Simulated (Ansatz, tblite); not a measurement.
# [10]phenacene (C₄₂H₂₄): spin states and exact exchange

Aim: set other spin states of [10]phenacene (C₄₂H₂₄) against its singlet, on many levels of theory.

Program: Ansatz 0.2.0, Gaussian basis. Level of theory: as each input shows. These are calculated values, not measurements.

Levels to be run: triplet, at the geometry of the singlet (GFN1-xTB, GFN2-xTB, PBE0-D4/def2-SVP, PBE-D4/def2-SVP); the singlet's energies come from earlier runs.

## 1. The geometry

The singlet was relaxed beforehand with r2SCAN-D4/def2-SVP.

SMILES `c1ccc2c(c1)ccc1c2ccc2c1ccc1c2ccc2c3ccc4c5ccc6ccccc6c5ccc4c3ccc12`, 66 atoms, charge 0, spin multiplicity 1.

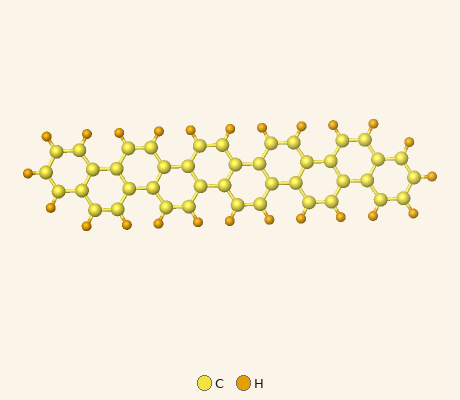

The structure; carbon yellow, hydrogen amber.

## 2. Triplet at the fixed geometry, GFN1-xTB

Tight binding, by tblite at 300 K electronic temperature and without a spin-polarisation term:

```python
tblite.interface.Calculator('GFN1-xTB', numbers, positions, charge=0, uhf=2).singlepoint()
```

Energy -2766.8959 eV; 0.23 s.

## 3. Triplet at the fixed geometry, GFN2-xTB

Tight binding, by tblite at 300 K electronic temperature and without a spin-polarisation term:

```python
tblite.interface.Calculator('GFN2-xTB', numbers, positions, charge=0, uhf=2).singlepoint()
```

Energy -2779.5848 eV; 0.2 s.

## 4. Triplet at the fixed geometry, PBE0-D4/def2-SVP

File in.yaml:

```yaml
crystal:
  periodic: [false, false, false]
  atoms:
    - {symbol: C, position_ang: [-11.145056, -0.167556, -0.026013]}
    - {symbol: C, position_ang: [-10.512409, -0.943071, 0.966929]}
    - {symbol: C, position_ang: [-9.130340, -0.986060, 1.051404]}
    - {symbol: C, position_ang: [-8.312508, -0.258763, 0.150990]}
    - {symbol: C, position_ang: [-8.961757, 0.526034, -0.854019]}
    - {symbol: C, position_ang: [-10.376611, 0.554356, -0.920514]}
    - {symbol: C, position_ang: [-8.165231, 1.269294, -1.775196]}
    - {symbol: C, position_ang: [-6.798247, 1.245604, -1.715702]}
    - {symbol: C, position_ang: [-6.101589, 0.477137, -0.730218]}
    - {symbol: C, position_ang: [-6.861996, -0.277751, 0.206577]}
    - {symbol: C, position_ang: [-6.161337, -1.038793, 1.182724]}
    - {symbol: C, position_ang: [-4.790032, -1.060458, 1.239223]}
    - {symbol: C, position_ang: [-3.990482, -0.321420, 0.322931]}
    - {symbol: C, position_ang: [-4.654985, 0.454295, -0.670240]}
    - {symbol: C, position_ang: [-3.851684, 1.193462, -1.585833]}
    - {symbol: C, position_ang: [-2.481201, 1.172610, -1.530266]}
    - {symbol: C, position_ang: [-1.778698, 0.410224, -0.553635]}
    - {symbol: C, position_ang: [-2.542951, -0.343301, 0.380929]}
    - {symbol: C, position_ang: [-1.840547, -1.105713, 1.357421]}
    - {symbol: C, position_ang: [-0.469718, -1.126836, 1.412623]}
    - {symbol: C, position_ang: [0.331736, -0.387443, 0.496640]}
    - {symbol: C, position_ang: [1.778727, -0.409540, 0.554620]}
    - {symbol: C, position_ang: [2.481311, -1.172710, 1.530602]}
    - {symbol: C, position_ang: [3.851803, -1.193839, 1.585857]}
    - {symbol: C, position_ang: [4.655024, -0.453851, 0.670827]}
    - {symbol: C, position_ang: [6.101666, -0.476940, 0.730446]}
    - {symbol: C, position_ang: [6.798468, -1.246289, 1.715166]}
    - {symbol: C, position_ang: [8.165463, -1.270516, 1.774013]}
    - {symbol: C, position_ang: [8.961883, -0.527266, 0.852734]}
    - {symbol: C, position_ang: [10.376758, -0.556629, 0.918161]}
    - {symbol: C, position_ang: [11.145036, 0.165051, 0.023317]}
    - {symbol: C, position_ang: [10.512261, 0.941615, -0.968698]}
    - {symbol: C, position_ang: [9.130149, 0.985760, -1.052009]}
    - {symbol: C, position_ang: [8.312494, 0.258596, -0.151365]}
    - {symbol: C, position_ang: [6.861917, 0.278543, -0.205951]}
    - {symbol: C, position_ang: [6.161149, 1.041105, -1.180846]}
    - {symbol: C, position_ang: [4.789845, 1.063058, -1.236954]}
    - {symbol: C, position_ang: [3.990450, 0.322810, -0.321500]}
    - {symbol: C, position_ang: [2.542893, 0.344504, -0.379563]}
    - {symbol: C, position_ang: [1.840505, 1.107029, -1.355962]}
    - {symbol: C, position_ang: [0.469690, 1.127867, -1.411323]}
    - {symbol: C, position_ang: [-0.331736, 0.388288, -0.495470]}
    - {symbol: H, position_ang: [-12.236628, -0.138673, -0.086418]}
    - {symbol: H, position_ang: [-11.115418, -1.515947, 1.677151]}
    - {symbol: H, position_ang: [-8.674539, -1.596961, 1.832484]}
    - {symbol: H, position_ang: [-10.850655, 1.161819, -1.697881]}
    - {symbol: H, position_ang: [-8.671692, 1.866270, -2.539836]}
    - {symbol: H, position_ang: [-6.236015, 1.831499, -2.443410]}
    - {symbol: H, position_ang: [-6.718614, -1.626703, 1.913391]}
    - {symbol: H, position_ang: [-4.315638, -1.665046, 2.012849]}
    - {symbol: H, position_ang: [-4.324417, 1.798831, -2.359704]}
    - {symbol: H, position_ang: [-1.928069, 1.762107, -2.262140]}
    - {symbol: H, position_ang: [-2.393555, -1.695196, 2.089389]}
    - {symbol: H, position_ang: [0.004565, -1.731974, 2.185913]}
    - {symbol: H, position_ang: [1.928196, -1.762876, 2.261950]}
    - {symbol: H, position_ang: [4.324670, -1.800133, 2.358922]}
    - {symbol: H, position_ang: [6.236302, -1.832383, 2.442759]}
    - {symbol: H, position_ang: [8.672088, -1.868079, 2.538093]}
    - {symbol: H, position_ang: [10.850959, -1.164747, 1.694915]}
    - {symbol: H, position_ang: [12.236638, 0.135306, 0.082815]}
    - {symbol: H, position_ang: [11.115181, 1.514430, -1.679039]}
    - {symbol: H, position_ang: [8.674137, 1.597221, -1.832520]}
    - {symbol: H, position_ang: [6.718350, 1.629969, -1.910790]}
    - {symbol: H, position_ang: [4.315279, 1.668856, -2.009517]}
    - {symbol: H, position_ang: [2.393446, 1.696839, -2.087706]}
    - {symbol: H, position_ang: [-0.004659, 1.733100, -2.184493]}
basis:
  gaussian: {orbitals: def2-SVP, fitting: {mean_field: def2-universal-jkfit}}
magnetization: {spin_polarized: true, initial_magnetization: 2}
hamiltonian: {xc: pbe0, dispersion: d4}
scf: {omitted_lower_state_checks: [starts]}
output: {orbitals: {seedname: orbitals}}
```

Run with:

```bash
ansatz run in.yaml --threads 2 --pin off --events-out ev --progress --plain --max-ram 22528MiB --backend cuda --devices 0, --max-vram 18GiB
```

Log:

```text
Functional definition: PBE0
  name "PBE0"
  cite "Adamo & Barone, J. Chem. Phys. 110, 6158 (1999) doi:10.1063/1.478522"
  cite "Perdew, Burke & Ernzerhof, Phys. Rev. Lett. 77, 3865 (1996) doi:10.1103/PhysRevLett.77.3865"
  parent pbe
  parameter a = 0.25
  parameter kappa = 0.804
  parameter beta = 0.06672455060314922
  exchange = (1 - a)*pbe_x(kappa = kappa, mu = beta*pi^2/3) + a*exact_x
  correlation = pbe_c(beta = beta)
these checks for a lower state are left out or cut short: starts
3582 factors; integrals over basis functions are off by at most 2.1e-1 eV
mean field evaluation 1: about -43836.4815 eV, gradient 6.8e1 eV
mean field evaluation 2: about -43844.3225 eV, gradient 5.9e1 eV
mean field evaluation 4: about -43862.3014 eV, gradient 6.5e0 eV
mean field evaluation 8: about -43862.6242 eV, gradient 5.7e-1 eV
mean field evaluation 16: about -43862.6559 eV, gradient 7.3e-2 eV
mean field evaluation 32: about -43862.6595 eV, gradient 7.1e-4 eV
mean field -43862.66214529 eV, -1611.9231026591 hartree, gradient 2.3e-6 eV, S^2 2.044794; 0 other end points of the search recorded, 0 dependent functions left out
reference -43862.66221331 eV, -1611.9231051590 hartree; 139, 137 occupied and 569, 571 virtual orbitals, 3582 factors
Total energy: -43865.40969486 eV, -1612.0240732436 hartree
Checks for a lower state left out: starts
```

Run time: 31 s. Hardware: 1 × H100 (card shared with other runs) with 2 threads of AMD EPYC 7R13, shared host; peak host memory 1.5 GiB.

HOMO -3.08 eV, LUMO -4.48 eV (over both spins; with the spin held, an empty level of the minority spin lies below the top filled one); ⟨S²⟩ 2.045 (pure: 2.00).

## 5. Triplet at the fixed geometry, PBE-D4/def2-SVP

start.molden holds the orbitals of an earlier run on this state, given as this run's starting guess.

in.yaml: that of step 4 with these lines changed.

```diff
@@ -70,5 +70,5 @@
 basis:
-  gaussian: {orbitals: def2-SVP, fitting: {mean_field: def2-universal-jkfit}}
+  gaussian: {orbitals: def2-SVP, fitting: {mean_field: def2-universal-jkfit}, initial_orbitals: start.molden}
 magnetization: {spin_polarized: true, initial_magnetization: 2}
-hamiltonian: {xc: pbe0, dispersion: d4}
+hamiltonian: {xc: pbe, dispersion: d4}
 scf: {omitted_lower_state_checks: [starts]}
```

Launched as before.

Log:

```text
Functional definition: PBE
  name "PBE"
  cite "Perdew, Burke & Ernzerhof, Phys. Rev. Lett. 77, 3865 (1996) doi:10.1103/PhysRevLett.77.3865"
  parent pbe
  parameter kappa = 0.804
  parameter beta = 0.06672455060314922
  exchange = pbe_x(kappa = kappa, mu = beta*pi^2/3)
  correlation = pbe_c(beta = beta)
these checks for a lower state are left out or cut short: starts
3582 factors; integrals over basis functions are off by at most 2.1e-1 eV
mean field evaluation 1: about -43858.3048 eV, gradient 1.2e1 eV
mean field evaluation 2: about -43858.8637 eV, gradient 6.8e-1 eV
mean field evaluation 4: about -43858.9031 eV, gradient 2.5e-1 eV
mean field evaluation 8: about -43858.9176 eV, gradient 1.0e-2 eV
mean field evaluation 16: about -43858.9176 eV, gradient 1.1e-4 eV
mean field -43858.91762806 eV, -1611.7854941890 hartree, gradient 7.4e-6 eV, S^2 2.005242; 0 other end points of the search recorded, 0 dependent functions left out
reference -43858.91771329 eV, -1611.7854973214 hartree; 139, 137 occupied and 569, 571 virtual orbitals, 3582 factors
Total energy: -43862.09539740 eV, -1611.9022750585 hartree
Checks for a lower state left out: starts
```

Run time: 18 s. Hardware: 1 × H100 (card shared with other runs) with 2 threads of AMD EPYC 7R13, shared host; peak host memory 1.4 GiB.

HOMO -2.52 eV, LUMO -4.91 eV (over both spins; with the spin held, an empty level of the minority spin lies below the top filled one); ⟨S²⟩ 2.005 (pure: 2.00).

## 6. Triplet less singlet, vertical

The singlet's energies are those of its earlier runs, whose logs aren't repeated here.

```csv
level,"triplet less singlet, vertical (kJ/mol)",time
GFN1-xTB,+216.1,0.42 s
GFN2-xTB,+218.6,0.38 s
PBE-D4/def2-SVP,+243.6,25 s
PBE0-D4/def2-SVP,+279.6,39 s
```

Times add the two runs; a level without a time comes out of a correlated run. Tight binding without a spin term can't rank spin states.

## 7. Summary of results

```
                                               quantity                                       value
triplet less singlet, vertical, functionals in def2-SVP  +243.6 (PBE-D4) to +279.6 kJ/mol (PBE0-D4)
```

All functionals put the triplet above the singlet, over a spread of 36.0 kJ/mol. The checks for a lower triplet were left out, so another state of that spin may lie lower. These are electronic energies, without zero-point motion, entropy or surroundings.
